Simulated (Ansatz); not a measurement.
# How fast states decay through Rb3Cl2F, part 2 of 3

Aim: relax a made-up compound, Rb3Cl2F, and see how good a tunnel barrier it would be. It is built by putting Rb for Na, F for Br in the Na3BrCl2 structure of space group P-3m1, with the volume rescaled by atomic radii. The parent structure comes from the Materials Project.

Ansatz 0.2.0; r2SCAN DFT, plane waves, PAW files (the session's first sound run).

So far. Step 2 (Relaxing the new crystal): The largest force component on a free atom ends at 0.017 eV/Å.

The structure was built from a prototype and need not be the compound's stable phase.

## (3) Band edges

The energy window and the wavevectors of the next steps follow from the band edges, so these are searched first, off the mesh as well.

Input file input.yaml:

```yaml
crystal:
  lattice:
    - [4.4165928904, 0.0, 0.0]
    - [-2.2082964452, 3.8248816412, 0.0]
    - [0.0, 0.0, 10.9537520947]
  atoms:
    - { symbol: Rb, position: [0.0, 0.0, 0.5] }
    - { symbol: Rb, position: [0.3333333333, 0.6666666667, 0.1315901289] }
    - { symbol: Rb, position: [0.6666666667, 0.3333333333, 0.8684098711] }
    - { symbol: F, position: [0.0, 0.0, 0.0] }
    - { symbol: Cl, position: [0.3333333333, 0.6666666667, 0.6851351605] }
    - { symbol: Cl, position: [0.6666666667, 0.3333333333, 0.3148648395] }
kpoints:
  mp_grid: { grid: [6, 6, 2] }
  band_path: { path: [VBM, CBM], npoints: 30 }
scf:
  occupations: { method: fixed }
hamiltonian:
  xc: r2scan
output:
  eigenvalues: true
  write_potential: true
  write_density: true
  volumetric_format: npy
  elf: true
```

Started as:

```
ansatz run input.yaml --threads 2 --pin off --max-ram 4096MiB --backend cpu --events-out ev --progress --plain --runs-dir out
```

Numbers of over 12 decimals in the logs are rounded to 6 here.

What it wrote:

```text
[...]
Crystal: 6 atoms, lattice volume = 185.041 Å³
Basis set: ecut = 500 eV, 4671 PW (Γ), exchange–correlation on 144×144×320 points (64 copies of the dense FFT grid, shifted against one another)
Bands: 30, of which v1, the nominal top of the filled ones, is band 24 counted from 1 (23 counted from 0)
Symmetry: 12 space group operations
[...]
k-points: 14 of 72
[...]
SCF iter   1: F=—  HF=-12822.249549 eV  |F-HF|=—  |Δ(HF+E_count)|=         —  Δρ=4.55e-3  dr2=2.61e-2  dr2_τ=2.72e-2  ethr=1.77e-3  ⟨swp⟩=5.0  Hψ=1673  notcnv=0  defer=31
[...]
SCF iter   7: F=-12822.335122 eV  HF=-12822.335122 eV  |F-HF|=4.21e-9  |Δ(HF+E_count)|=   3.25e-7  Δρ=2.50e-6  dr2=1.42e-8  dr2_τ=1.62e-9  ethr=2.08e-10  ⟨swp⟩=11.8  Hψ=2139  notcnv=0
SCF 1 converged in 7 iterations: F = -12822.335122 eV  dr2 = 1.42e-8
[...]
NSCF: frozen V_eff on 34 k-points
[...]
SCF converged after 7 iterations
Free energy (F): -12822.335122 eV
[...]
Internal energy: -12822.335122 eV  (E = F + TS)
E sigma→0 (E₀):  -12822.335122 eV
Fermi energy:    1.121034 eV
[...]
--- Band table (eV; the first three rows and the last of 14) ---
  k-point 0: bands = [... 20 lower, 0.9695, 0.9695, 1.1210, 1.1210, 6.6862, 8.7210, 8.7508, 9.0146, ... 2 higher]
  k-point 1: bands = [... 20 lower, 0.9908, 0.9908, 1.1016, 1.1016, 7.2978, 7.4114, 8.8781, 9.3810, ... 2 higher]
  k-point 2: bands = [... 20 lower, 0.9022, 0.9354, 0.9605, 1.0761, 7.2565, 8.7568, 8.8932, 9.0996, ... 2 higher]
  k-point 13: bands = [... 20 lower, 0.6940, 0.7701, 0.7701, 0.7968, 9.2540, 9.2540, 9.4583, 9.4583, ... 2 higher]
```

The job ended after 22 s (2 threads of Intel Xeon Platinum 8175M at 2.50GHz (Skylake/Cascade Lake), shared host; peak memory 0.83 GiB; 44 s of CPU time).

Numbers from this step:

| Quantity | Value |
| --- | --- |
| Fermi energy | 1.121 eV |
| gap on the k-mesh | 5.565 eV |
| gap on path | 5.565 eV, by band count; negative where bands overlap |
| direct gap on path | 5.565 eV |
| edge places on path | 0, 0 1/A along the path |

Levels at VBM (eV): -0.98, -0.90, -0.90, -0.79, -0.23, -0.15, -0.15, 0.00, 0.00, 5.57, 7.60, 7.63, 7.89.

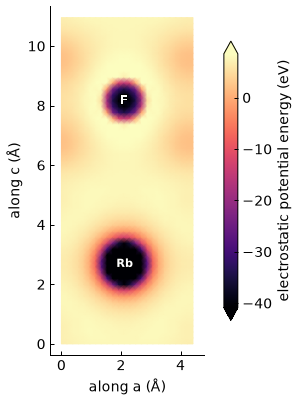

Electrostatic potential energy in the ac plane at fractional y = 0.000, with atoms of Rb and F within 0.2 Å of it. With pseudopotentials it is smooth inside the atoms' cores, unlike the true potential. The map starts off the cell's origin, so that atoms lie inside it.

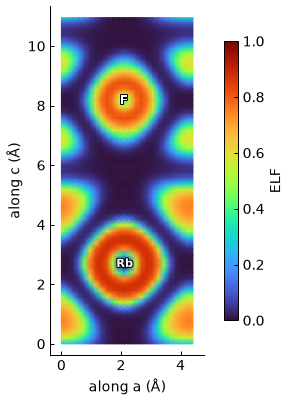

ELF in the ac plane at fractional y = 0.000, with atoms of Rb and F within 0.2 Å of it. It is the smooth field of the valence electrons, not physical close to the nuclei. The map starts off the cell's origin, so that atoms lie inside it.

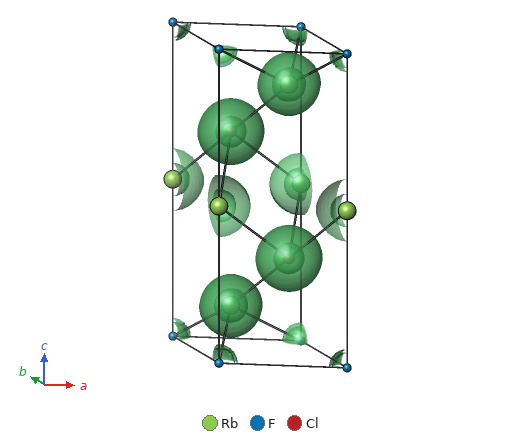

Surface of ELF = 0.81. Bonds to atoms that aren't drawn are left out.

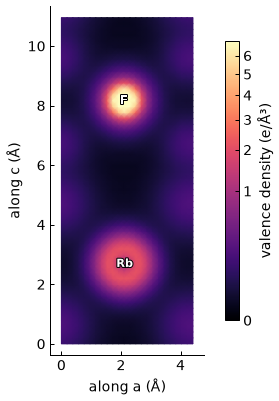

Valence density in the ac plane at fractional y = 0.000, with atoms of Rb and F within 0.2 Å of it. It is the smooth field of the valence electrons, not physical close to the nuclei. The map starts off the cell's origin, so that atoms lie inside it. The colour scale is stretched toward low values.

The searched edges give 5.57 eV, as on the mesh.

## (4) Complex bands

This step: r2SCAN DFT, plane waves, PAW files; complex bands by layer matching along the plane's normal (Ansatz 0.2.0).

The same crystal is laid in a cell whose first two vectors span the (001) plane (indices of the standard conventional cell, whose axes can be ordered otherwise than in the bulk input). At fixed energy and wavevector in the plane the solver finds all kz, real and complex. A few wavevectors are listed, (0, 0) and (0.5, 0) in units of the plane's reciprocal vectors; the slowest state needn't be among them.

Input file input.yaml:

```yaml
crystal:
  lattice:
    - [4.41659289, 0.0, 0.0]
    - [2.208296445, 3.824881641, 0.0]
    - [0.0, 0.0, 10.953752095]
  atoms:
    - { symbol: Rb, position: [0.0, 0.0, 0.5] }
    - { symbol: Rb, position: [0.6666666667, 0.6666666667, 0.1315901289] }
    - { symbol: Rb, position: [0.3333333333, 0.3333333333, 0.8684098711] }
    - { symbol: F, position: [0.0, 0.0, 0.0] }
    - { symbol: Cl, position: [0.6666666667, 0.6666666667, 0.6851351605] }
    - { symbol: Cl, position: [0.3333333333, 0.3333333333, 0.3148648395] }
kpoints:
  mp_grid: { grid: [6, 6, 2] }
scf:
  occupations: { method: fixed }
hamiltonian:
  xc: r2scan
output:
  eigenvalues: true
  transmission:
    leads: [[0, 0]]
    kpoints: [[0.0, 0.0], [0.5, 0.0]]
    e_range: [-1.0, 6.57]
    de: 0.15
```

What it wrote:

```text
[...]
Crystal: 6 atoms, lattice volume = 185.041 Å³
Basis set: ecut = 500 eV, 4671 PW (Γ), exchange–correlation on 144×144×320 points (64 copies of the dense FFT grid, shifted against one another)
Bands: 30, of which v1, the nominal top of the filled ones, is band 24 counted from 1 (23 counted from 0)
Symmetry: 12 space group operations
[...]
k-points: 14 of 72
[...]
SCF iter   1: F=—  HF=-12822.249547 eV  |F-HF|=—  |Δ(HF+E_count)|=         —  Δρ=4.55e-3  dr2=2.61e-2  dr2_τ=2.72e-2  ethr=1.77e-3  ⟨swp⟩=5.0  Hψ=1673  notcnv=0  defer=31
[...]
SCF iter   7: F=-12822.335122 eV  HF=-12822.335122 eV  |F-HF|=4.07e-9  |Δ(HF+E_count)|=   3.26e-7  Δρ=2.53e-6  dr2=1.45e-8  dr2_τ=1.68e-9  ethr=2.08e-10  ⟨swp⟩=11.9  Hψ=2151  notcnv=0
SCF 1 converged in 7 iterations: F = -12822.335122 eV  dr2 = 1.45e-8
[...]
transmission: 20 of 40 steps passed
transmission: 40 of 40 steps passed
SCF converged after 7 iterations
Free energy (F): -12822.335122 eV
[...]
Internal energy: -12822.335122 eV  (E = F + TS)
E sigma→0 (E₀):  -12822.335122 eV
Fermi energy:    1.121035 eV
[...]
--- Band table (eV; the first three rows and the last of 14) ---
  k-point 0: bands = [... 20 lower, 0.9695, 0.9695, 1.1210, 1.1210, 6.6862, 8.7210, 8.7508, 9.0146, ... 2 higher]
  k-point 1: bands = [... 20 lower, 0.9908, 0.9908, 1.1016, 1.1016, 7.2977, 7.4114, 8.8781, 9.3810, ... 2 higher]
  k-point 2: bands = [... 20 lower, 0.9022, 0.9354, 0.9605, 1.0761, 7.2565, 8.7568, 8.8932, 9.0996, ... 2 higher]
  k-point 13: bands = [... 20 lower, 0.6940, 0.7701, 0.7701, 0.7968, 9.2540, 9.2540, 9.4583, 9.4583, ... 2 higher]
--- Transmission ---
  basis      : 169 plane waves across, 20 finite elements along
  points     : 2, as listed
  energies   : 51 from -1.000000 to 6.500000 eV about the Fermi level, 0.150000 eV apart; the leads are filled to 2.782566 eV, and channels, transmission and decay are at 2.750000 eV
  crystal 0  : Cl2Rb3F1, at the sites [0, 0], period 10.9538 Å: whole cells are its period
    offset         : up to 0.0000 Å between an atom of the period and one for which it stands
    channels       : 0.000000e0 a spin
    conductance    : none, the energies end too early or step too widely for 300 K: set another output.transmission.e_range or a lower de, or, where they end at an eighth of basis.ecutwfc, a higher one
    slowest decay  : 0.4568 /Å at (0.0000, 0.0000)
```

Elapsed: 42 s, on 2 threads; peak memory 1 GiB.

This step gave:

```yaml
level_to_which_the_leads_are_filled: 2.783 eV from the Fermi level
decay_constant_at_the_filling_level_zone_centre: 0.4568 Å⁻¹
decay_constant_at_the_filling_level_slowest_listed_point: 0.4568 Å⁻¹
```

K parallel (0, 0); values up to 1.5 1/Å, a degenerate pair printed once or twice; energies at which all values exceed this have no row. Table of Im kz of the slowest decaying states by energy, zero at the highest filled level on the SCF mesh:

```csv
energy (eV),decay 1 (Å⁻¹),decay 2 (Å⁻¹),decay 3 (Å⁻¹),decay 4 (Å⁻¹)
-1.000,0.503,1.07,1.30,-
-0.550,0.0426,0.474,1.06,1.27
0.050,0.266,0.269,1.04,1.24
0.500,0.381,0.587,1.03,1.22
0.950,0.433,0.697,1.01,1.19
1.550,0.464,0.777,0.985,1.16
2.000,0.470,0.813,0.963,1.13
2.450,0.465,0.838,0.940,1.09
3.050,0.445,0.859,0.906,1.05
3.500,0.419,0.868,0.879,1.01
3.950,0.384,0.849,0.872,0.977
4.550,0.317,0.806,0.871,0.925
5.000,0.244,0.770,0.860,0.891
5.450,0.113,0.731,0.824,0.875
6.050,0.671,0.758,0.866,-
6.500,0.617,0.701,0.863,-
```

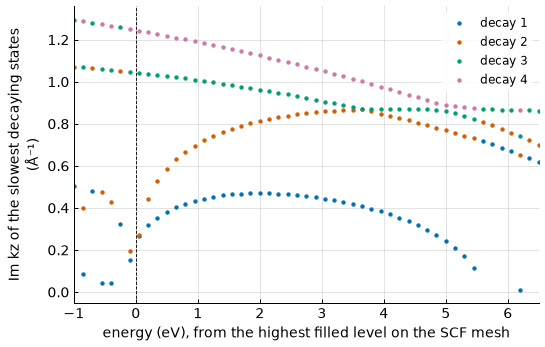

Im kz of the slowest decaying states, plotted against energy.

K parallel (0.5, 0); values up to 1.5 1/Å, a degenerate pair printed once or twice; energies at which all values exceed this have no row. Table of Im kz of the slowest decaying states by energy, zero at the highest filled level on the SCF mesh:

```csv
energy (eV),decay 1 (Å⁻¹),decay 2 (Å⁻¹),decay 3 (Å⁻¹),decay 4 (Å⁻¹)
-1.00,0.549,0.766,0.984,1.35
0.05,0.414,0.485,0.615,1.02
0.95,0.687,0.820,0.882,1.03
2.00,0.759,0.858,0.979,1.03
3.05,0.715,0.794,0.989,1.03
3.95,0.644,0.772,0.956,1.01
5.00,0.529,0.752,0.888,0.955
6.05,0.349,0.743,0.868,0.963
```

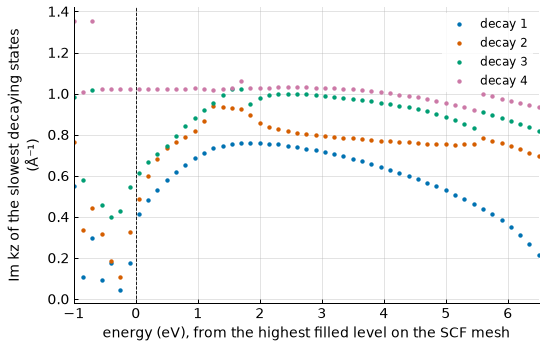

Im kz of the slowest decaying states against energy.

At the listed wavevectors the last open channel is at -0.25 eV and the next at +5.60 eV on the grid. At +2.75 eV, the grid energy nearest the filling level (the middle of the gap on the SCF mesh), the slowest state at the listed wavevectors decays with κ = 0.457 Å⁻¹, its amplitude falling by e over 2.2 Å. Through 1 nm of this crystal that state's transmission falls by exp(−2 × 0.457 Å⁻¹ × 10 Å) = 1.1e-4.

## (5) Decay over the two-dimensional zone

The listed points could miss the slowest state, so one energy near mid-gap is solved on a mesh of 12×12.

Edit input.yaml of step 4 so:

```diff
@@ -20,6 +20,2 @@
   eigenvalues: true
-  transmission:
-    leads: [[0, 0]]
-    kpoints: [[0.0, 0.0], [0.5, 0.0]]
-    e_range: [-1.0, 6.57]
-    de: 0.15
+  transmission: { leads: [[0, 0]], kmesh: [12, 12], e_range: [2.78, 2.79], de: 0.05 }
```

What it wrote:

```text
[...]
Crystal: 6 atoms, lattice volume = 185.041 Å³
Basis set: ecut = 500 eV, 4671 PW (Γ), exchange–correlation on 144×144×320 points (64 copies of the dense FFT grid, shifted against one another)
Bands: 30, of which v1, the nominal top of the filled ones, is band 24 counted from 1 (23 counted from 0)
Symmetry: 12 space group operations
[...]
k-points: 14 of 72
[...]
SCF iter   1: F=—  HF=-12822.249547 eV  |F-HF|=—  |Δ(HF+E_count)|=         —  Δρ=4.55e-3  dr2=2.61e-2  dr2_τ=2.72e-2  ethr=1.77e-3  ⟨swp⟩=5.0  Hψ=1673  notcnv=0  defer=31
[...]
SCF iter   7: F=-12822.335122 eV  HF=-12822.335122 eV  |F-HF|=4.07e-9  |Δ(HF+E_count)|=   3.26e-7  Δρ=2.53e-6  dr2=1.45e-8  dr2_τ=1.68e-9  ethr=2.08e-10  ⟨swp⟩=11.9  Hψ=2151  notcnv=0
SCF 1 converged in 7 iterations: F = -12822.335122 eV  dr2 = 1.45e-8
[...]
transmission: 38 of 361 steps passed
transmission: 76 of 361 steps passed
[...]
transmission: 361 of 361 steps passed
SCF converged after 7 iterations
Free energy (F): -12822.335122 eV
[...]
Internal energy: -12822.335122 eV  (E = F + TS)
E sigma→0 (E₀):  -12822.335122 eV
Fermi energy:    1.121035 eV
[...]
--- Band table (eV; the first three rows and the last of 14) ---
  k-point 0: bands = [... 20 lower, 0.9695, 0.9695, 1.1210, 1.1210, 6.6862, 8.7210, 8.7508, 9.0146, ... 2 higher]
  k-point 1: bands = [... 20 lower, 0.9908, 0.9908, 1.1016, 1.1016, 7.2977, 7.4114, 8.8781, 9.3810, ... 2 higher]
  k-point 2: bands = [... 20 lower, 0.9022, 0.9354, 0.9605, 1.0761, 7.2565, 8.7568, 8.8932, 9.0996, ... 2 higher]
  k-point 13: bands = [... 20 lower, 0.6940, 0.7701, 0.7701, 0.7968, 9.2540, 9.2540, 9.4583, 9.4583, ... 2 higher]
--- Transmission ---
  basis      : 169 plane waves across, 19 finite elements along
  points     : 19, standing for a mesh of 12 x 12
  energies   : 1 from 2.780000 to 2.780000 eV about the Fermi level; the leads are filled to 2.782566 eV, and channels, transmission and decay are at 2.780000 eV
  crystal 0  : Cl2Rb3F1, at the sites [0, 0], period 10.9538 Å: whole cells are its period
[...]
channels       : 0.000000e0 a spin
    conductance    : none, crystal 0 has no channel at the energies, or these end too early or step too widely for 300 K: set another output.transmission.e_range or a lower de, or, where they end at an eighth of basis.ecutwfc, a higher one
    slowest decay  : 0.4558 /Å at (0.0000, 0.0000)
```

The job ended after 26 s (2 threads; peak memory 1 GiB; 51 s of CPU time).

This step gave:

| Quantity | Value |
| --- | --- |
| least decay constant on the mesh | 0.4558 Å⁻¹ |

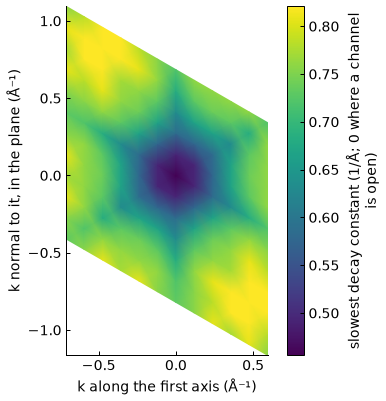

Slowest decay constant (1/Å; 0 where a channel is open) over k1 and k2. At 2.7800 eV from the Fermi level.

The least value on the mesh is 0.456 Å⁻¹ at +2.78 eV. At that energy the listed points give about 0.456 Å⁻¹ by interpolation, so the mesh holds no clearly slower state.

(Continued in part 3 of 3.)

[Logs are printed without paths, hosts, clocks, repeated set-up lines and the standing remarks that a program may print on its own settings, such as how far it seeks lower states.]

[Hosts, paths, dates, database ids (printed as entryN), source tags and the programs' standing remarks are cut or masked in the printed files.]
